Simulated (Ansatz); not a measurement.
Abstraction of H: InH2(NH2) + C2H6GaO → InH(NH2) + C2H7GaO

Species: InH2(NH2), singlet; C2H6GaO `C[O][Ga][CH3]`, doublet; InH(NH2), doublet; C2H7GaO `C[O][GaH][CH3]`, singlet. A radical takes H: the energy is the difference in strength between the In–H bond broken and the Ga–H bond made.

Shapes, held fixed at every level: PBE0-D4/def2-TZVP. Flexible molecules stand in one conformer, not always the lowest. Programs: Ansatz 0.2.0. The zero-point and thermal change to 298 K, harmonic and unscaled (PBE0-D4/def2-TZVP), is -0.2 kJ/mol.

```tsv
level	kind	ΔH(298 K) (kJ/mol)	less CCSD(T)/def2-TZVPP	CPU time (sum over the molecules)
MP2/def2-SVP	perturbation theory	-36.8	-3.8	–
SPW92/def2-TZVPP	LDA	-25.9	+7.1	17 s
PBE-D4/def2-TZVPP	GGA	-27.4	+5.6	30 s
BHLYP-D4/def2-TZVPP	global hybrid	-32.3	+0.7	42 s
r2SCAN0-D4/def2-TZVPP	global hybrid	-31.7	+1.3	63 s
CCSD(T)/def2-SVP	coupled cluster or CI	-34.5	-1.5	2 min
CCSD/def2-TZVPP	coupled cluster or CI	-33.8	-0.8	–
CCSD(T)/def2-TZVPP	coupled cluster or CI	-33.0	0.0	1.6 h
```

The highest level, CCSD(T)/def2-TZVPP, gives ΔH(298 K) = -33.0 kJ/mol; the levels span -36.8 to -25.9. The column of differences is taken from that level and isn't an error. No measured value is set beside it here. Open shells run unrestricted. For atoms past krypton def2 sets carry core potentials with scalar relativity. Relativity is left out for Ga. Outer-core shells of Ga, In are correlated, in sets that cover them unevenly. Times are processor times on shared x86 and Arm servers, and rough.

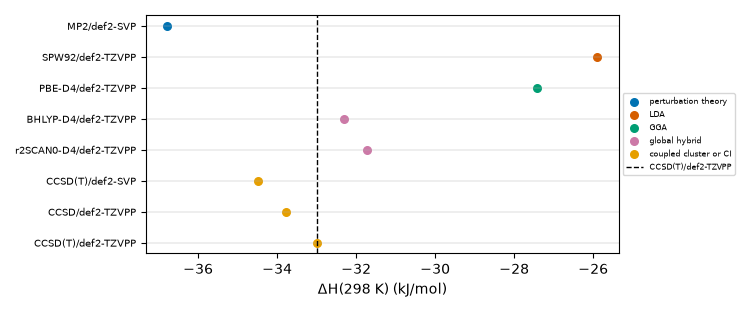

The values of the table, level by level.
